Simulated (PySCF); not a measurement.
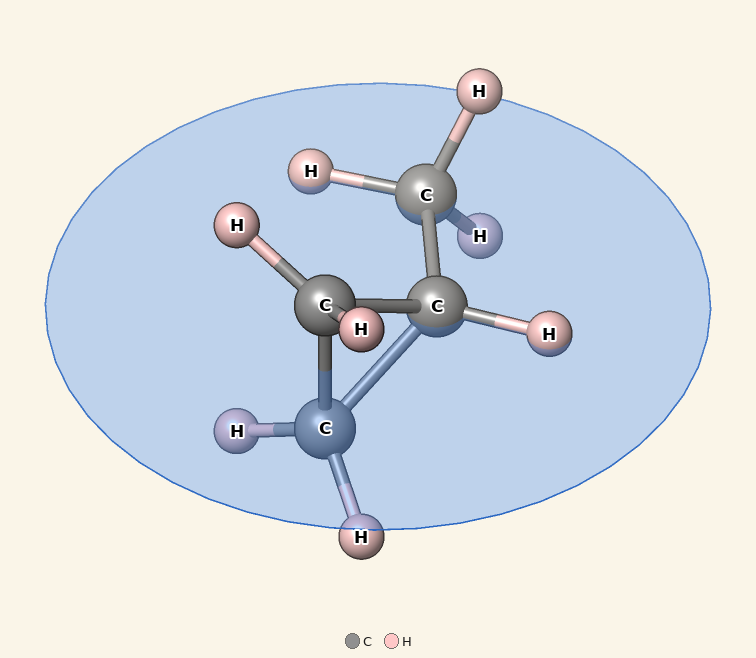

All proper rotation axes (lines) and mirror planes (discs) of the structure are drawn in. Depth is shown by fading: the farther an atom, the more it takes the colour of the background. Computed geometry: GFN2-xTB optimisation. No frequency run is at hand to confirm it as a minimum.

Name the symmetry elements and the point group.

Answer. It has 1 mirror plane. Point group Cs. The group has 2 operations. The geometry is achiral, and symmetry allows a dipole moment.
